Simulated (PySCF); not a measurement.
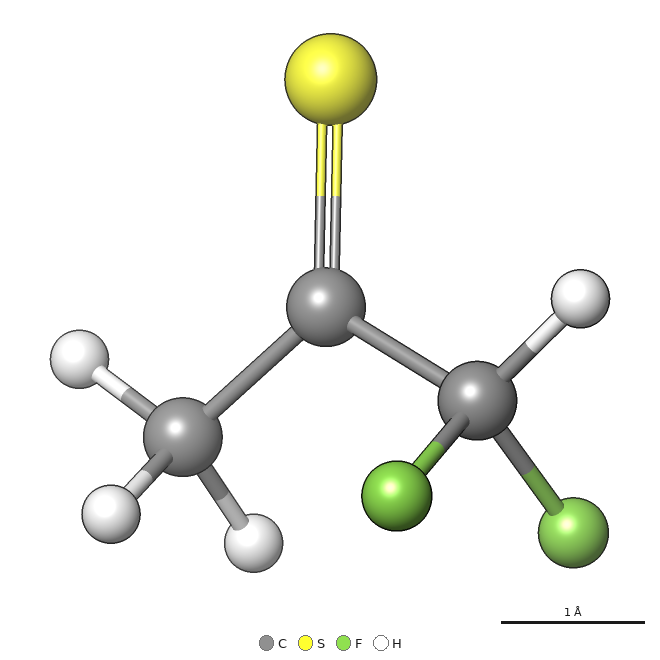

Multiple sticks mark multiple bonds (one Kekulé form).

Computed geometry: GFN2-xTB optimisation. No frequency run is at hand to confirm it as a minimum.

**Which formula does it have?**

C₃H₄F₂S, 10 atoms: 3 carbon, 4 hydrogen, 2 fluorine and 1 sulfur.

**How many sets of symmetry-equivalent atoms are there?**

8: 1 C, 1 C, 1 S, 1 C, 2 F, 1 H, 2 H, 1 H.

**Describe its rings.**

It has no ring.

**What is its SMILES?**

CC(=S)C(F)F

**Which point group does it belong to?**

Cs.

The parts below concern this one geometry. Atoms keep their numbers from picture to picture.

## Geometry

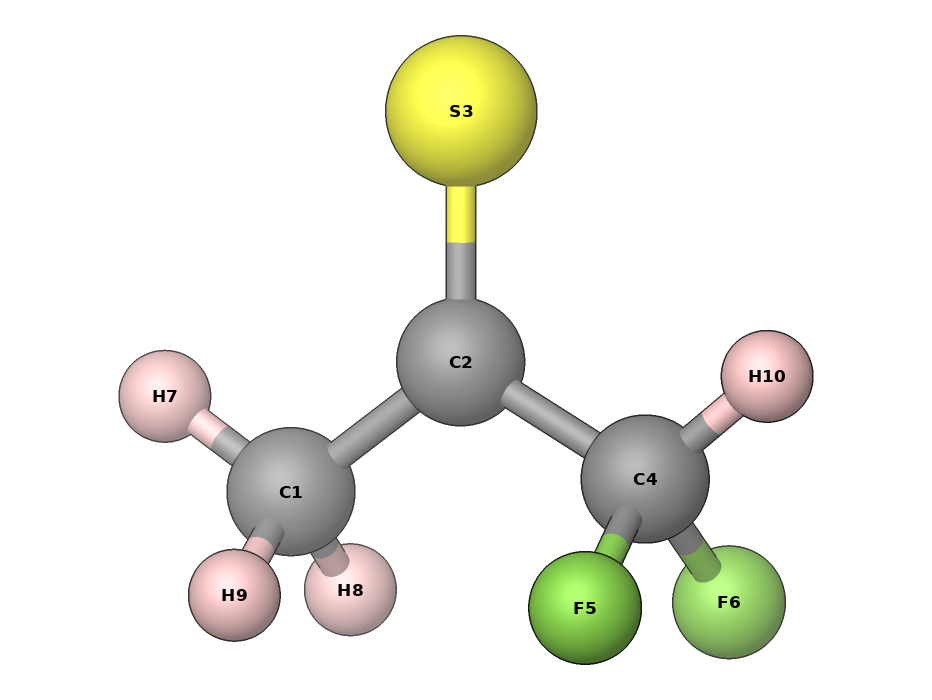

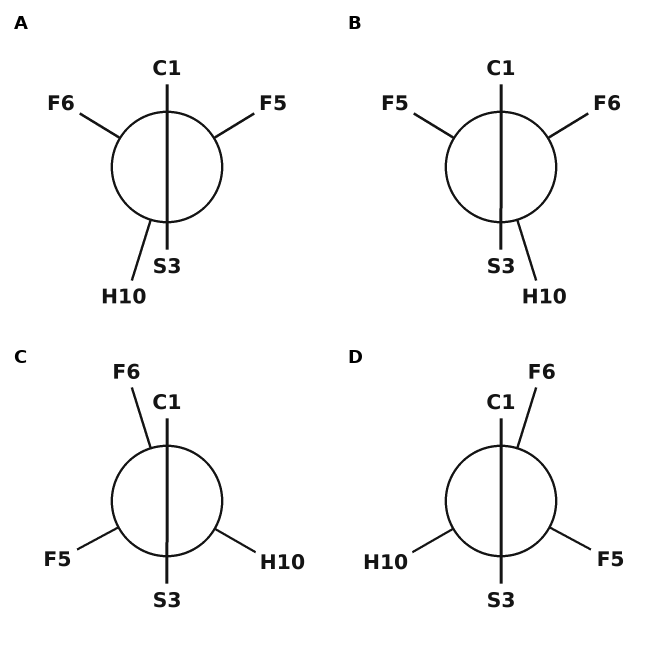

Atoms fade into the background with distance from the viewer. Bonds that would overlap in a projection are set slightly apart. No frequency run is at hand to confirm it as a minimum.

**Which Newman projection shows the view along C2–C4, with C2 in front?**

B. The torsion angle S3–C2–C4–F5 is 122°, anticlinal.

## Electronic properties

No frequency run is at hand to confirm it as a minimum. Method: PBE0/def2-SVPD, gas phase (PySCF 2.14.0). Excitations: vertical, linear response.

Predict the main results.

- dipole moment: 1.01 D
- HOMO energy (Kohn–Sham orbital): −7.13 eV
- LUMO energy (Kohn–Sham orbital): −2.88 eV
- HOMO–LUMO gap: 4.25 eV
- mean static polarisability: 59.9 bohr³
- lowest vertical singlet excitation: 2.43 eV
- its oscillator strength: 0.000
- brightest of the 6 lowest singlets: 5.95 eV
- its oscillator strength: 0.26

## Bond orders

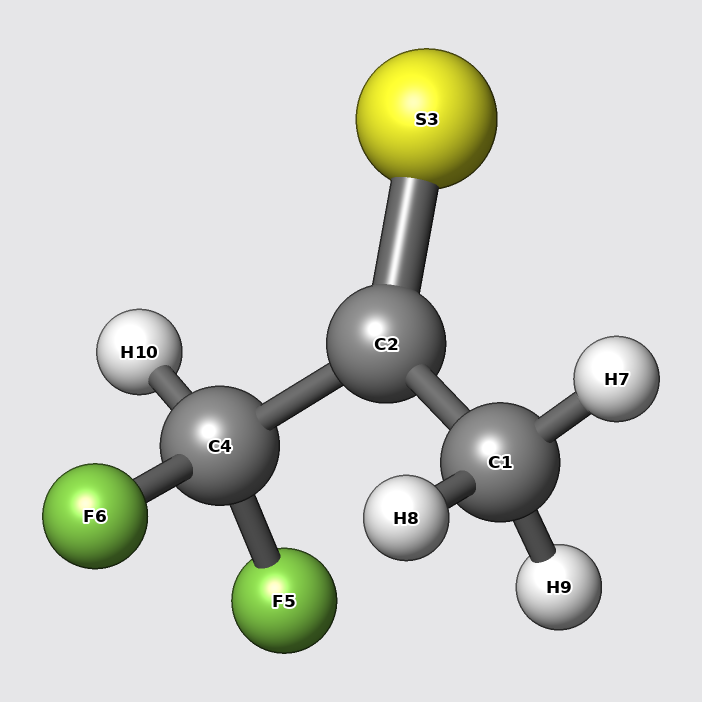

The thickness of each stick grows with its Mayer bond order. No frequency run is at hand to confirm it as a minimum. Level of theory: PBE0/pcSseg-1 (PySCF 2.14.0).

List the Mayer bond orders of C1–C2, C1–H7, C1–H8, C2–S3, C2–C4, C4–F5, C4–H10 (one bond of each equivalent set).

```
  bond  Mayer order  length (Å)
 C1–C2         1.00       1.479
 C1–H7         0.96       1.086
 C1–H8         0.93       1.092
 C2–S3         1.92       1.617
 C2–C4         0.93       1.515
 C4–F5         0.95       1.357
C4–H10         0.95       1.099
```

## Quadrupole coupling

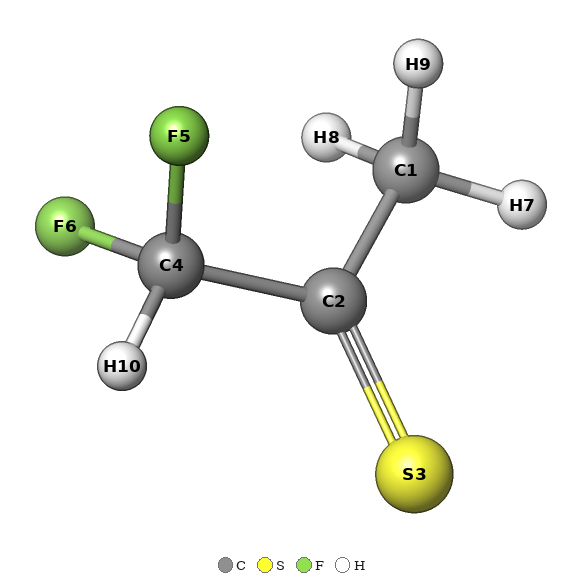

No frequency run is at hand to confirm it as a minimum. Electric field gradients from the ground-state density, PBE0/pcSseg-1 (PySCF 2.14.0), non-relativistic apart from any core potentials.

Give the largest field-gradient component, the quadrupole coupling constant and the asymmetry for 33S at S3 (Q = −67.81 mb), 2H at H7 (Q = 2.86 mb), 2H at H8 (Q = 2.86 mb), 2H at H10 (Q = 2.86 mb).

```csv
atom,V_zz (a.u.),e²qQ/h (MHz),η
S3,−3.129,49.8,0.35
H7,0.312,0.209,0.03
H8,0.303,0.204,0.04
H10,0.267,0.179,0.03
```

## NMR shielding

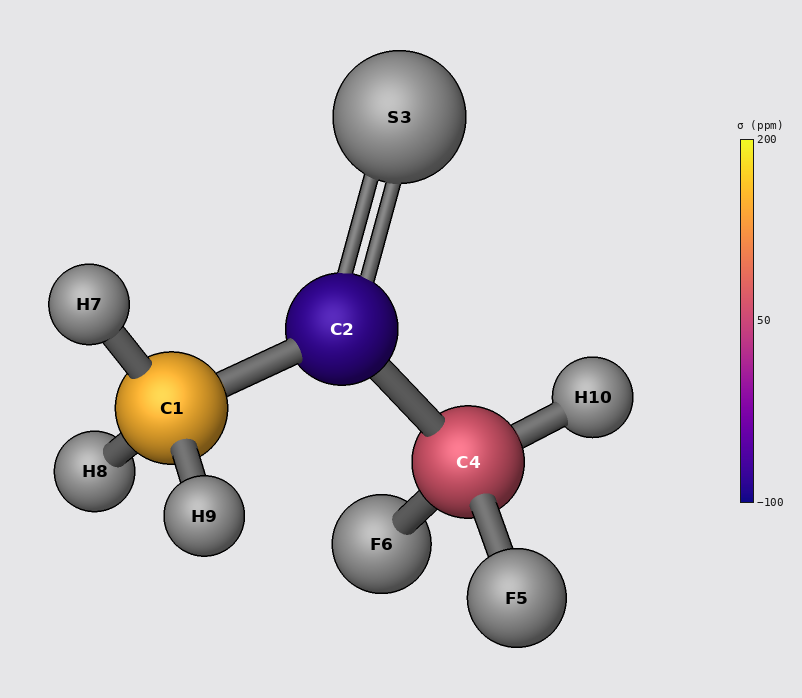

Atoms are coloured by their isotropic NMR shieldings (C only, the others grey). No frequency run is at hand to confirm it as a minimum. Level of theory: GIAO PBE0/pcSseg-1 NMR shielding, non-relativistic, gas phase (PySCF 2.14.0).

Give the isotropic NMR shieldings of the C atoms atom by atom.

```csv
atom,σ (ppm)
C1,150.3
C2,−79.5
C4,65.8
```
